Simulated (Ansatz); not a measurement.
# AlBClH3OS: a spread of methods and bases

How do the results and run time of AlBClH3OS respond when the settings are drawn wide?

Computed with Ansatz 0.2.0, Gaussian basis. Level: the settings change from run to run.

## Step 1: The relaxed structure

The geometry comes from an earlier relaxation with PBE0-D4 in a triple-zeta def2 set; it is a stationary point, not always the lowest conformer.

SMILES `SB[O][AlH][Cl]`, 8 atoms, charge 0, spin multiplicity 1.

Atoms are counted from 1 here; the program's logs count them from 0.

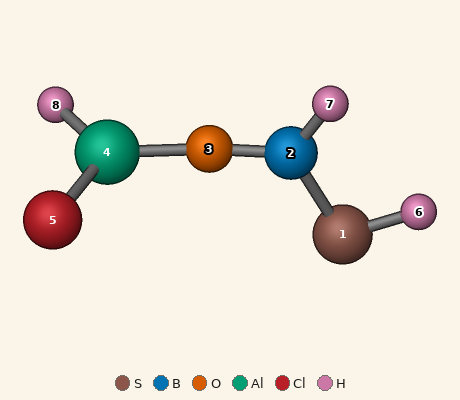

The structure; sulfur brown, boron blue, oxygen orange, aluminium teal, chlorine red, hydrogen pink; atoms are numbered from 1 in the order of the file.

## Step 2: wPBEh/STO-3G

This run has multiplicity 3, atoms shaken by 0.15 Å, a grid of angular degree 11, a point charge of 0.50 e beside it.

Input file in.yaml:

```yaml
crystal:
  periodic: [false, false, false]
  atoms:
    - {symbol: S, position_ang: [-2.436012, 0.587271, 0.413803]}
    - {symbol: B, position_ang: [-0.551206, 0.579000, 0.711559]}
    - {symbol: O, position_ang: [0.409856, -0.094350, 0.014466]}
    - {symbol: Al, position_ang: [1.530776, -1.106256, -0.910083]}
    - {symbol: Cl, position_ang: [2.298539, 0.128600, -2.417743]}
    - {symbol: H, position_ang: [-2.960786, 1.473615, 0.954791]}
    - {symbol: H, position_ang: [-0.502576, 1.072377, 1.377204]}
    - {symbol: H, position_ang: [1.960938, -2.357408, -0.637923]}
basis:
  gaussian: {orbitals: STO-3G, final_grid: {core_spheres: 5, valence_spheres: 4, degree: 11}, point_charges: [{charge: 0.50, position_ang: [4.833, 0.055, -0.370]}]}
magnetization: {spin_polarized: true, initial_magnetization: 2}
hamiltonian: {xc: {name: wPBEh}}
```

Run with:

```
$ ansatz run in.yaml --threads 2 --pin off --events-out ev --progress --plain --max-ram 4352MiB
```

Log:

```text
Functional definition: wPBEh
  name "wPBEh"
  cite "Heyd, Scuseria & Ernzerhof, J. Chem. Phys. 118, 8207 (2003) doi:10.1063/1.1564060"
  cite "Krukau, Vydrov, Izmaylov & Scuseria, J. Chem. Phys. 125, 224106 (2006) doi:10.1063/1.2404663"
  cite "Heyd & Scuseria, J. Chem. Phys. 120, 7274 (2004) doi:10.1063/1.1668634"
  cite "Ernzerhof & Perdew, J. Chem. Phys. 109, 3313 (1998) doi:10.1063/1.476928"
  cite "Perdew, Burke & Ernzerhof, Phys. Rev. Lett. 77, 3865 (1996) doi:10.1103/PhysRevLett.77.3865"
  parent pbe
  parameter a = 0.25
  parameter omega = 0.11/bohr
  exchange = wpbe_x - a*pbe_x_sr(omega) + a*exact_x_sr(omega)
  correlation = pbe_c
465 factors; integrals over basis functions are off by at most 6.1e-5 eV
73 factors; integrals over basis functions are off by at most 1.9e-7 eV
mean field evaluation 1: about -32333.0806 eV, gradient 2.3e1 eV
mean field evaluation 2: about -32302.4691 eV, gradient 6.9e1 eV
mean field evaluation 4: about -32337.4149 eV, gradient 4.6e0 eV
mean field evaluation 8: about -32337.6406 eV, gradient 9.0e-1 eV
mean field evaluation 16: about -32337.6182 eV, gradient 2.0e-2 eV
mean field evaluation 32: about -32337.5658 eV, gradient 2.1e0 eV
mean field -32337.61819735 eV, -1188.3855495278 hartree, gradient 2.0e-5 eV, S^2 2.006290; 5 other end points of the search recorded, 0 dependent functions left out
reference -32337.61824267 eV, -1188.3855511931 hartree; 32, 30 occupied and 8, 10 virtual orbitals, 465 factors
Total energy: -32337.61824267 eV, -1188.3855511931 hartree
```

Run time: 3.2 s. Hardware: 2 threads of Arm Neoverse V1, shared host.

⟨S²⟩ 2.006.

## Step 3: B97/STO-3G

Options: a point charge of 0.50 e beside it, high accuracy.

Input file in.yaml:

```yaml
crystal:
  periodic: [false, false, false]
  atoms:
    - {symbol: S, position_ang: [-2.301855, 0.440714, 0.214907]}
    - {symbol: B, position_ang: [-0.565582, 0.561951, 0.717554]}
    - {symbol: O, position_ang: [0.346543, -0.186032, 0.086383]}
    - {symbol: Al, position_ang: [1.470292, -1.008707, -0.839649]}
    - {symbol: Cl, position_ang: [2.252041, -0.042398, -2.511977]}
    - {symbol: H, position_ang: [-2.769084, 1.326697, 1.106471]}
    - {symbol: H, position_ang: [-0.258236, 1.301058, 1.609051]}
    - {symbol: H, position_ang: [1.917979, -2.450385, -0.438540]}
basis:
  gaussian: {orbitals: STO-3G, point_charges: [{charge: 0.50, position_ang: [6.445, -0.268, -0.840]}]}
hamiltonian: {xc: {name: B97}}
accuracy: high
```

The command is unchanged.

Log, shortened:

```text
Functional definition: B97
  name "B97"
  cite "Becke, J. Chem. Phys. 107, 8554 (1997) doi:10.1063/1.475007"
[...]
      + integral(e_c_pw_opposite_spin*poly(b97_u_opposite, cos0, cos1, cos2))
774 factors; integrals over basis functions are off by at most 2.0e-8 eV
[...]
mean field -32356.09920412 eV, -1189.0647139998 hartree, gradient 2.0e-8 eV, S^2 0.000000; 0 other end points of the search recorded, 0 dependent functions left out
reference -32356.09920565 eV, -1189.0647140559 hartree; 31, 31 occupied and 9, 9 virtual orbitals, 774 factors
Total energy: -32356.09920565 eV, -1189.0647140559 hartree
```

Wall time 7.5 s (2 threads of Arm Neoverse V1, shared host).

## Step 4: RPBE/aug-pcseg-2

Set apart from the defaults: coordinates scaled by 0.92.

Input file in.yaml:

```yaml
crystal:
  periodic: [false, false, false]
  atoms:
    - {symbol: S, position_ang: [-2.117707, 0.405456, 0.197714]}
    - {symbol: B, position_ang: [-0.520336, 0.516995, 0.660150]}
    - {symbol: O, position_ang: [0.318820, -0.171149, 0.079472]}
    - {symbol: Al, position_ang: [1.352669, -0.928010, -0.772477]}
    - {symbol: Cl, position_ang: [2.071878, -0.039006, -2.311019]}
    - {symbol: H, position_ang: [-2.547557, 1.220562, 1.017953]}
    - {symbol: H, position_ang: [-0.237577, 1.196974, 1.480327]}
    - {symbol: H, position_ang: [1.764541, -2.254354, -0.403456]}
basis:
  gaussian: {orbitals: aug-pcseg-2}
hamiltonian: {xc: {name: RPBE}}
output: {forces: true}
```

Launched as before.

Log, shortened:

```text
Functional definition: RPBE
  name "RPBE"
  cite "Hammer, Hansen & Nørskov, Phys. Rev. B 59, 7413 (1999) doi:10.1103/PhysRevB.59.7413"
  cite "Perdew, Burke & Ernzerhof, Phys. Rev. Lett. 77, 3865 (1996) doi:10.1103/PhysRevLett.77.3865"
[...]
1535 factors; their error is unknown
[...]
mean field -32729.93922139 eV, -1202.8030812365 hartree, gradient 2.5e-5 eV, S^2 0.000000; 0 other end points of the search recorded, 0 dependent functions left out
[...]
reference -32729.93929511 eV, -1202.8030839457 hartree; 31, 31 occupied and 280, 280 virtual orbitals, 1535 factors
Total energy: -32729.93929511 eV, -1202.8030839457 hartree
Atom 0 at    -2.117707     0.405456     0.197714 Å, force    -3.403028    -2.699553    -3.737790 eV/Å
Atom 1 at    -0.520336     0.516995     0.660150 Å, force    -1.852133     2.731944     2.716437 eV/Å
Atom 2 at     0.318820    -0.171149     0.079472 Å, force     1.375178    -1.290571    -0.081838 eV/Å
Atom 3 at     1.352669    -0.928010    -0.772477 Å, force     2.168710    -3.113946    -0.732709 eV/Å
Atom 4 at     2.071878    -0.039006    -2.311019 Å, force     1.831236     2.153319    -3.845557 eV/Å
Atom 5 at    -2.547557     1.220562     1.017953 Å, force    -1.635660     2.660076     2.621387 eV/Å
Atom 6 at    -0.237577     1.196974     1.480327 Å, force     0.772497     1.988751     2.374330 eV/Å
Atom 7 at     1.764541    -2.254354    -0.403456 Å, force     0.743199    -2.430019     0.685740 eV/Å
Dipole moment:     0.032826    -0.004519     0.147987 e Å
```

It took 11 s on 2 threads of Arm Neoverse V1, shared host; peak memory 0.53 GiB.

Largest force 5.731 eV/Å, dipole 0.73 D.

## Step 5: wB97X/def2-TZVPD

Options: charge -1, multiplicity 2, restricted open-shell orbitals.

Input file in.yaml:

```yaml
crystal:
  periodic: [false, false, false]
  atoms:
    - {symbol: S, position_ang: [-2.301855, 0.440714, 0.214907]}
    - {symbol: B, position_ang: [-0.565582, 0.561951, 0.717554]}
    - {symbol: O, position_ang: [0.346543, -0.186032, 0.086383]}
    - {symbol: Al, position_ang: [1.470292, -1.008707, -0.839649]}
    - {symbol: Cl, position_ang: [2.252041, -0.042398, -2.511977]}
    - {symbol: H, position_ang: [-2.769084, 1.326697, 1.106471]}
    - {symbol: H, position_ang: [-0.258236, 1.301058, 1.609051]}
    - {symbol: H, position_ang: [1.917979, -2.450385, -0.438540]}
basis:
  gaussian: {orbitals: def2-TZVPD}
total_charge: -1
magnetization: {spin_polarized: false, initial_magnetization: 1}
hamiltonian: {xc: {name: wB97X}}
```

The command is unchanged.

Log, shortened:

```text
Functional definition: wB97X
  name "wB97X"
  cite "Chai & Head-Gordon, J. Chem. Phys. 128, 084106 (2008) doi:10.1063/1.2834918"
  cite "Becke, J. Chem. Phys. 107, 8554 (1997) doi:10.1063/1.475007"
[...]
  # The coefficients of nought are those of the uniform gas.
[...]
      + exact_x_lr(omega)
[...]
      + integral(e_c_pw_opposite_spin*poly(b97_u_opposite, 1, cos1, cos2, cos3, cos4))
1360 factors; their error is unknown
413 factors; integrals over basis functions are off by at most 3.7e-5 eV
[...]
mean field -32733.13109477 eV, -1202.9203804195 hartree, gradient 3.7e-6 eV, S^2 0.750000; 6 other end points of the search recorded, 0 dependent functions left out
reference -32733.13107785 eV, -1202.9203797977 hartree; 32, 31 occupied and 207, 208 virtual orbitals, 1360 factors
Total energy: -32733.13107785 eV, -1202.9203797977 hartree
```

It took 2.2 min on 2 threads of Arm Neoverse V1, shared host; peak memory 1.5 GiB.

## Step 6: PBE-QIDH/pcseg-2

Set apart from the defaults: atoms shaken by 0.08 Å.

Input file in.yaml:

```yaml
crystal:
  periodic: [false, false, false]
  atoms:
    - {symbol: S, position_ang: [-2.248811, 0.483633, 0.147991]}
    - {symbol: B, position_ang: [-0.499173, 0.518204, 0.863608]}
    - {symbol: O, position_ang: [0.220289, -0.206359, 0.024401]}
    - {symbol: Al, position_ang: [1.407199, -1.027397, -0.924101]}
    - {symbol: Cl, position_ang: [2.148661, -0.070202, -2.476685]}
    - {symbol: H, position_ang: [-2.859346, 1.307784, 1.045910]}
    - {symbol: H, position_ang: [-0.308056, 1.233948, 1.732768]}
    - {symbol: H, position_ang: [1.945506, -2.475721, -0.617168]}
basis:
  gaussian: {orbitals: pcseg-2}
hamiltonian: {xc: {name: PBE-QIDH}}
output: {forces: true}
```

The command is unchanged.

Log, shortened:

```text
Functional definition: PBE-QIDH
  name "PBE-QIDH"
  cite "Brémond, Sancho-García, Pérez-Jiménez & Adamo, J. Chem. Phys. 141, 031101 (2014) doi:10.1063/1.4890314"
  cite "Perdew, Burke & Ernzerhof, Phys. Rev. Lett. 77, 3865 (1996) doi:10.1103/PhysRevLett.77.3865"
[...]
1270 factors; integrals over basis functions are off by at most 1.1e-3 eV
[...]
mean field -32704.73208625 eV, -1201.8767361062 hartree, gradient 2.7e-6 eV, S^2 0.000000; 0 other end points of the search recorded, 0 dependent functions left out
17 core orbitals not correlated: weight in the atoms' cores, before any rotation towards them, 1.000 or more for the frozen orbitals, at most 0.000 for the correlated occupied ones
reference -32704.73210226 eV, -1201.8767366943 hartree; 14, 14 occupied and 173, 173 virtual orbitals, 1270 factors
second order -22.75005233 eV of doubles, -0.00000000 eV of singles
[...]
Total energy: -32712.31545303 eV, -1202.1554196952 hartree
Atom 0 at    -2.248811     0.483633     0.147991 Å, force     0.226233     0.759982     1.448948 eV/Å
Atom 1 at    -0.499173     0.518204     0.863608 Å, force    -2.896211    -0.478830    -2.684897 eV/Å
Atom 2 at     0.220289    -0.206359     0.024401 Å, force     2.422935    -0.905945    -0.034904 eV/Å
Atom 3 at     1.407199    -1.027397    -0.924101 Å, force    -1.416959    -0.684900     2.341128 eV/Å
Atom 4 at     2.148661    -0.070202    -2.476685 Å, force     0.782550     1.137136    -1.749925 eV/Å
Atom 5 at    -2.859346     1.307784     1.045910 Å, force     0.284655    -0.487633    -0.515627 eV/Å
Atom 6 at    -0.308056     1.233948     1.732768 Å, force     0.868845     0.382197     1.098047 eV/Å
Atom 7 at     1.945506    -2.475721    -0.617168 Å, force    -0.272049     0.277991     0.097231 eV/Å
Dipole moment:     0.298715    -0.091968     0.243991 e Å
```

Run time: 23 s. Hardware: 2 threads of Arm Neoverse V1, shared host; peak memory 0.64 GiB.

Largest force 3.978 eV/Å, dipole 1.90 D.

## Step 7: r2SCAN0/ANO-RCC-VTZP

Set apart from the defaults: coordinates scaled by 1.25.

Input file in.yaml:

```yaml
crystal:
  periodic: [false, false, false]
  atoms:
    - {symbol: S, position_ang: [-2.877319, 0.550892, 0.268633]}
    - {symbol: B, position_ang: [-0.706978, 0.702439, 0.896943]}
    - {symbol: O, position_ang: [0.433179, -0.232540, 0.107979]}
    - {symbol: Al, position_ang: [1.837865, -1.260883, -1.049561]}
    - {symbol: Cl, position_ang: [2.815052, -0.052998, -3.139972]}
    - {symbol: H, position_ang: [-3.461354, 1.658372, 1.383089]}
    - {symbol: H, position_ang: [-0.322795, 1.626323, 2.011314]}
    - {symbol: H, position_ang: [2.397474, -3.062981, -0.548175]}
basis:
  gaussian: {orbitals: ANO-RCC-VTZP}
hamiltonian: {xc: {name: r2SCAN0}}
```

Same command.

Log, shortened:

```text
Functional definition: r2SCAN0
  name "r2SCAN0"
  cite "Bursch, Neugebauer, Ehlert & Grimme, J. Chem. Phys. 156, 134105 (2022) doi:10.1063/5.0086040"
  cite "Furness, Kaplan, Ning, Perdew & Sun, J. Phys. Chem. Lett. 11, 8208 (2020) doi:10.1021/acs.jpclett.0c02405"
  cite "Furness, Kaplan, Ning, Perdew & Sun, J. Phys. Chem. Lett. 11, 9248 (2020) doi:10.1021/acs.jpclett.0c03077"
  parent r2scan
[...]
1772 factors; their error is unknown
[...]
mean field -32804.32657672 eV, -1205.5367661232 hartree, gradient 3.8e-5 eV, S^2 0.000000; 0 other end points of the search recorded, 0 dependent functions left out
reference -32804.32659829 eV, -1205.5367669161 hartree; 31, 31 occupied and 173, 173 virtual orbitals, 1772 factors
Total energy: -32804.32659829 eV, -1205.5367669161 hartree
Relativity: scalar
```

It took 18 s on 2 threads of Arm Neoverse V1, shared host; peak memory 0.55 GiB.

## Step 8: B2GP-PLYP/cc-pVDZ

This run has atoms shaken by 0.15 Å, high accuracy.

Input file in.yaml:

```yaml
crystal:
  periodic: [false, false, false]
  atoms:
    - {symbol: S, position_ang: [-2.498798, 0.461285, 0.375589]}
    - {symbol: B, position_ang: [-0.683555, 0.380312, 0.702905]}
    - {symbol: O, position_ang: [0.680817, -0.172058, 0.087611]}
    - {symbol: Al, position_ang: [1.457250, -0.946122, -0.731480]}
    - {symbol: Cl, position_ang: [2.068624, -0.087280, -2.554932]}
    - {symbol: H, position_ang: [-2.916214, 1.266335, 1.112674]}
    - {symbol: H, position_ang: [-0.294149, 1.407718, 1.962893]}
    - {symbol: H, position_ang: [1.868498, -2.382518, -0.412030]}
basis:
  gaussian: {orbitals: cc-pVDZ}
hamiltonian: {xc: {name: B2GP-PLYP}}
accuracy: high
output: {forces: true}
```

Same command.

Log, shortened:

```text
Functional definition: B2GP-PLYP
  name "B2GP-PLYP"
  cite "Karton, Tarnopolsky, Lamère, Schatz & Martin, J. Phys. Chem. A 112, 12868 (2008) doi:10.1021/jp801805p"
  cite "Becke, Phys. Rev. A 38, 3098 (1988) doi:10.1103/PhysRevA.38.3098"
  cite "Lee, Yang & Parr, Phys. Rev. B 37, 785 (1988) doi:10.1103/PhysRevB.37.785"
[...]
2201 factors; integrals over basis functions are off by at most 3.2e-8 eV
[...]
mean field -32701.20111974 eV, -1201.7469754802 hartree, gradient 9.8e-8 eV, S^2 0.000000; 0 other end points of the search recorded, 0 dependent functions left out
17 core orbitals not correlated: weight in the atoms' cores, before any rotation towards them, 0.999 or more for the frozen orbitals, at most 0.001 for the correlated occupied ones
reference -32701.20114153 eV, -1201.7469762809 hartree; 14, 14 occupied and 66, 66 virtual orbitals, 2201 factors
second order -18.73419094 eV of doubles, -0.00000000 eV of singles
[...]
Total energy: -32707.94545026 eV, -1201.9948250555 hartree
Atom 0 at    -2.498798     0.461285     0.375589 Å, force     3.715360    -6.796342    -6.346577 eV/Å
Atom 1 at    -0.683555     0.380312     0.702905 Å, force     4.428991     2.864898     2.574021 eV/Å
Atom 2 at     0.680817    -0.172058     0.087611 Å, force   -19.165289    14.198606    15.453092 eV/Å
Atom 3 at     1.457250    -0.946122    -0.731480 Å, force    13.222348   -12.724666   -13.770952 eV/Å
Atom 4 at     2.068624    -0.087280    -2.554932 Å, force     0.276908     0.137335    -0.548859 eV/Å
Atom 5 at    -2.916214     1.266335     1.112674 Å, force    -1.876832     5.515136     5.459751 eV/Å
Atom 6 at    -0.294149     1.407718     1.962893 Å, force    -0.872644    -2.557743    -2.918704 eV/Å
Atom 7 at     1.868498    -2.382518    -0.412030 Å, force     0.271157    -0.637224     0.098228 eV/Å
Dipole moment:    -0.542784     0.024192     0.422219 e Å
```

Run time: 26 s. Hardware: 2 threads of Arm Neoverse V1, shared host; peak memory 0.51 GiB.

Largest force 28.420 eV/Å, dipole 3.31 D.

## Step 9: B97M-V/def2-TZVP

Set apart from the defaults: density fitting with cc-pVTZ-jkfit.

Input file in.yaml:

```yaml
crystal:
  periodic: [false, false, false]
  atoms:
    - {symbol: S, position_ang: [-2.301855, 0.440714, 0.214907]}
    - {symbol: B, position_ang: [-0.565582, 0.561951, 0.717554]}
    - {symbol: O, position_ang: [0.346543, -0.186032, 0.086383]}
    - {symbol: Al, position_ang: [1.470292, -1.008707, -0.839649]}
    - {symbol: Cl, position_ang: [2.252041, -0.042398, -2.511977]}
    - {symbol: H, position_ang: [-2.769084, 1.326697, 1.106471]}
    - {symbol: H, position_ang: [-0.258236, 1.301058, 1.609051]}
    - {symbol: H, position_ang: [1.917979, -2.450385, -0.438540]}
basis:
  gaussian: {orbitals: def2-TZVP, fitting: {mean_field: cc-pVTZ-jkfit}}
hamiltonian: {xc: {name: B97M-V}}
output: {forces: true}
```

Launched as before.

Log, shortened:

```text
Functional definition: B97M-V
  name "B97M-V"
  cite "Mardirossian & Head-Gordon, J. Chem. Phys. 142, 074111 (2015) doi:10.1063/1.4907719"
  cite "Becke, J. Chem. Phys. 107, 8554 (1997) doi:10.1063/1.475007"
  cite "Vydrov & Van Voorhis, J. Chem. Phys. 133, 244103 (2010) doi:10.1063/1.3521275"
  # Of w^i u^j: cxij and so on, Table III.
[...]
  gx(w, u) = cx00 + cx01*u + cx02*u^2 + (cx10 + cx11*u)*w
  gss(w, u) = css00 + css02*u^2 + css10*w + (css32*w^3 + css42*w^4)*u^2
  gos(w, u) = cos00 + cos01*u + cos03*u^3 + cos10*w + cos32*w^3*u^2
[...]
      + integral(e_c_pw_mod_opposite_spin*gos(b97_w_opposite, b97_u_opposite)) + vv10(b, c)
611 factors; integrals over basis functions are off by at most 6.8e-1 eV
[...]
mean field -32726.84069568 eV, -1202.6892125168 hartree, gradient 4.0e-5 eV, S^2 0.000000; 0 other end points of the search recorded, 0 dependent functions left out
[...]
reference -32726.84076387 eV, -1202.6892150227 hartree; 31, 31 occupied and 160, 160 virtual orbitals, 611 factors
Total energy: -32726.84076387 eV, -1202.6892150227 hartree
Atom 0 at    -2.301855     0.440714     0.214907 Å, force     0.019816     0.055836     0.067594 eV/Å
Atom 1 at    -0.565582     0.561951     0.717554 Å, force     0.043273    -0.048184    -0.045070 eV/Å
Atom 2 at     0.346543    -0.186032     0.086383 Å, force     0.070910    -0.049724    -0.058937 eV/Å
Atom 3 at     1.470292    -1.008707    -0.839649 Å, force    -0.053134     0.048115     0.044854 eV/Å
Atom 4 at     2.252041    -0.042398    -2.511977 Å, force    -0.046526    -0.054653     0.097918 eV/Å
Atom 5 at    -2.769084     1.326697     1.106471 Å, force     0.021256    -0.047584    -0.048660 eV/Å
Atom 6 at    -0.258236     1.301058     1.609051 Å, force    -0.007456    -0.030544    -0.034711 eV/Å
Atom 7 at     1.917979    -2.450385    -0.438540 Å, force    -0.048140     0.126738    -0.022988 eV/Å
Dipole moment:     0.033461    -0.038503     0.191241 e Å
```

Wall time 14 s (2 threads of Arm Neoverse V1, shared host).

Largest force 0.138 eV/Å, dipole 0.95 D.

## Step 10: PBE0-DH/def2-mTZVPP

Options: charge +1, multiplicity 2, a grid of angular degree 23, high accuracy.

Changes to in.yaml since step 9:

```diff
@@ -12,4 +12,6 @@
 basis:
-  gaussian: {orbitals: def2-TZVP, fitting: {mean_field: cc-pVTZ-jkfit}}
-hamiltonian: {xc: {name: B97M-V}}
-output: {forces: true}
+  gaussian: {orbitals: def2-mTZVPP, final_grid: {core_spheres: 8, valence_spheres: 7, degree: 23}}
+total_charge: 1
+magnetization: {spin_polarized: true, initial_magnetization: 1}
+hamiltonian: {xc: {name: PBE0-DH}}
+accuracy: high
```

Same command.

Log, shortened:

```text
Functional definition: PBE0-DH
  name "PBE0-DH"
  cite "Brémond & Adamo, J. Chem. Phys. 135, 024106 (2011) doi:10.1063/1.3604569"
  cite "Perdew, Burke & Ernzerhof, Phys. Rev. Lett. 77, 3865 (1996) doi:10.1103/PhysRevLett.77.3865"
[...]
2629 factors; integrals over basis functions are off by at most 1.3e-8 eV
[...]
mean field -32705.09888855 eV, -1201.8902158421 hartree, gradient 3.5e-8 eV, S^2 0.759285; 4 other end points of the search recorded, 0 dependent functions left out
17 core orbitals not correlated: weight in the atoms' cores, before any rotation towards them, 1.000 or more for the frozen orbitals, at most 0.000 for the correlated occupied ones
reference -32705.09889079 eV, -1201.8902159242 hartree; 14, 13 occupied and 103, 104 virtual orbitals, 2629 factors
second order -20.90308454 eV of doubles, -0.00000000 eV of singles
Total energy: -32707.71177636 eV, -1201.9862376978 hartree
```

It took 21 s on 2 threads of Arm Neoverse V1, shared host; peak memory 0.76 GiB.

⟨S²⟩ 0.759.

## Step 11: The runs in one table

```
               level  charge  multiplicity               geometry  functions  energy (eV)     time
        wPBEh/STO-3G       0             3   shaken, point charge         40   -32337.618    3.2 s
          B97/STO-3G       0             1  relaxed, point charge         40   -32356.099    7.5 s
    RPBE/aug-pcseg-2       0             1                 scaled        311   -32729.939     11 s
    wB97X/def2-TZVPD      -1             2                relaxed        239   -32733.131  2.2 min
    PBE-QIDH/pcseg-2       0             1                 shaken        204   -32712.315     23 s
r2SCAN0/ANO-RCC-VTZP       0             1                 scaled        204   -32804.327     18 s
   B2GP-PLYP/cc-pVDZ       0             1                 shaken         97   -32707.945     26 s
    B97M-V/def2-TZVP       0             1                relaxed        191   -32726.841     14 s
 PBE0-DH/def2-mTZVPP       1             2                relaxed        134   -32707.712     21 s
```

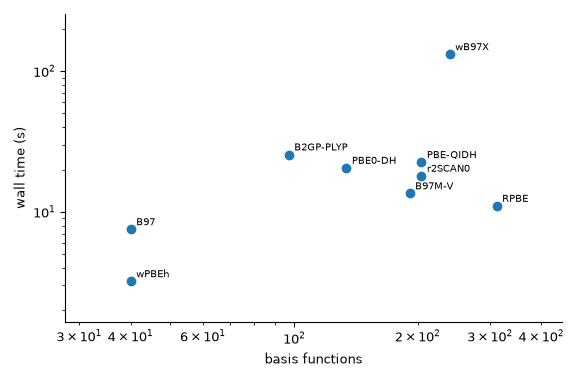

Wall time against the number of basis functions (shared host).

## Step 12: Summary of results

```
quantity                      value
    runs                          9
quickest        wPBEh/STO-3G, 3.2 s
 slowest  wB97X/def2-TZVPD, 2.2 min
```

The runs differ in state or geometry as well as level, so their energies can't be set against each other. wB97X/def2-TZVPD took 41 times as long as wPBEh/STO-3G. The jobs differ in tasks and options as well as level. At the PBE0-D4/def2-TZVP geometry and in the same state, runs without warnings or point charges leave forces up to 0.14 eV/Å (B97M-V/def2-TZVP), against 28.4 eV/Å where the atoms were moved.
